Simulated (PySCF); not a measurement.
## Electronic structure of H$_{2}$O$_{4}$Re···H$_{2}$O (charge +1) in real space

Input file:

```
mol = gto.M(atom='''
Re     0.03156     0.16012     0.08800
O      0.46287    -0.15812     1.68336
O      1.37555    -0.10648    -0.88869
O     -0.28536     1.81085     0.00632
O     -1.96065    -0.13158    -0.60601
H     -2.36259    -0.99856    -0.78421
H     -2.57523     0.59797    -0.80109
O     -0.39607    -2.10038    -0.12788
H     -0.35214    -2.61280     0.69751
H      0.18090    -2.56430    -0.75869''',
    basis={'Re': 'def2-SVP', 'O': 'def2-SVP', 'H': 'def2-SVP'},
    ecp={'Re': 'def2-SVP'},
    charge=1, spin=0)
mf = dft.RKS(mol, xc='PBE0')
mf.grids.atom_grid = (75, 302)  # f atoms: at least (60, 302), unpruned
mf = mf.density_fit()  # Re def2-universal-JKFIT, O def2-universal-JKFIT, H def2-universal-JKFIT
mf.conv_tol = 1e-09; mf.max_cycle = 55
mf.kernel(dm0)
```

Run with:

```sh
OMP_NUM_THREADS=2 python run.py
```

Core potentials replace the inner electrons of Re.

All numbers below come from PySCF, RKS PBE0, Re def2-SVP with ECP60, O def2-SVP, H def2-SVP; non-relativistic Hamiltonian with scalar-relativistic core potentials where named; density fitting.

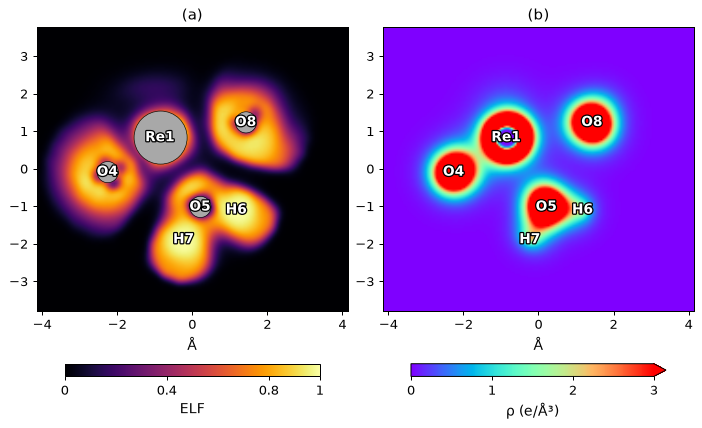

Figure 1. (a) ELF; (b) electron density on the plane of atoms Re1, O5 and H7. Grey discs cover the atomic cores in the ELF map.

Interpret the plot.

The plane passes through Re, O and H nuclei. Re1···O8 (2.31 Å): the density falls to about 0.39 e/Å³ on the way; the ELF peaks at about 0.90 in the valence shell of O, 0.6 Å from its nucleus, and is about 0.15 at the midpoint. Re–O (1.68 Å): ρ is about 2 e/Å³ halfway; the ELF peaks at about 0.70 in the valence shell of O, 0.6 Å from its nucleus, and is about 0.40 at the midpoint. O–H (0.97 Å): ρ at the midpoint is about 3.8 e/Å³; the ELF climbs to about 1 towards the hydrogen, as it does in any bond to H: an ordinary covalent bond to hydrogen. The ELF also peaks beside O8, away from the bonds: lone-pair regions.

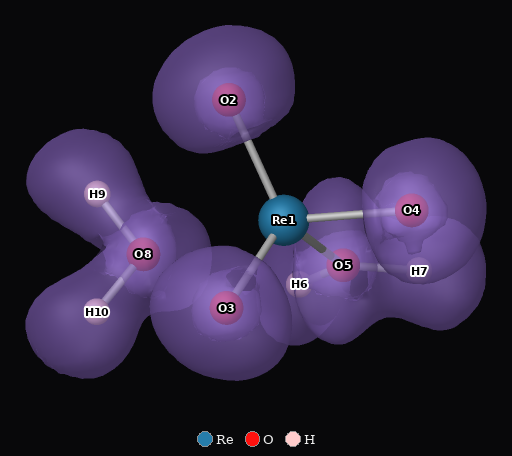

Figure 2. Isosurface of the electron localisation function at 0.75 (purple), seen from one side. Only the valence region is drawn (cores and ρ < 0.01 e/Å³ removed).

Identify the bonds, lone pairs and shells in this picture.

At this value the surface marks out three regions wrapped around O (the valence shell of each) and two joined regions spread over several atoms (H, O), in which their bonds and any lone pairs are merged.

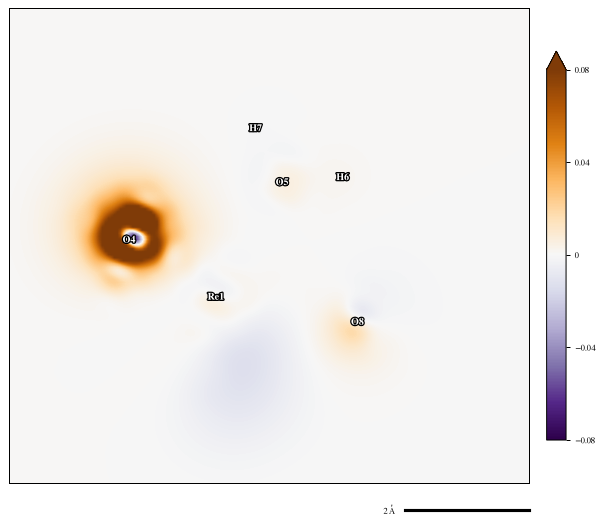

Figure 3. The HOMO on the plane of atoms Re1, O5 and H6 (values in Å⁻³ᐟ²; the overall sign is arbitrary).

Where does this orbital lie, and at what energy?

By Hirshfeld shares it lies mainly on O4 (about 40 %), O2 (about 25 %) and O3 (about 25 %); largely a combination of lone pairs on O4, O2 and O3. Its energy is −14.40 eV.
